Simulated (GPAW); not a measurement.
# Polarising Li/Au(100) with a field along the normal

The dipole of the cell at several fields, atoms fixed. What does the strongest field give, and what length does the slope stand for?

Set-up. GPAW 26.7.0, plane waves (400 eV), PAW setups, PBE, 11×11 mesh, a dipole layer in the vacuum; geometry relaxed without an applied field with GPAW. The cell's area is 8.32 Å², and e/ε0 = 180.95 V Å.

What came out, but for one run:

```
field (V/Å)  dipole (e Å)
       −0.2       −0.0008
       −0.1        0.0547
      −0.05        0.0823
       0.05        0.1371
        0.1        0.1643
        0.2        0.2185
        0.3             ?
```

Q: What is the dipole at 0.3 V/Å?

A: A line through the 6 points has the slope α = 0.548 e Å per V/Å and the intercept p₀ = 0.1094 e Å (r.m.s. residual 3.6e−04). At 0.3 V/Å it gives p = 0.1094 + 0.548 × 0.3 = 0.2738 e Å; the run gives 0.2723 e Å, so the response stays linear to 0.9 % of the induced part. Dividing by ε0 and the area: α/(ε0 A) = 0.548 × 180.95 / 8.32 = 11.92 Å, against 8.09 Å between the outer nuclei.

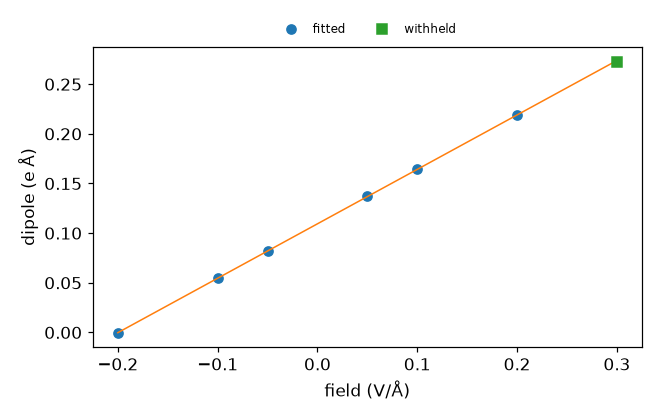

The line and the withheld run.

**Limits.** This is the electronic response alone; ions that move would add to it in polar layers. No run was spin-polarised, so magnetic states weren't tested. Spin-orbit coupling is left out, which matters for the heavier atoms here.

[Logs are printed without paths, hosts, clocks, repeated set-up lines and the standing remarks that a program may print on its own settings, such as how far it seeks lower states.]
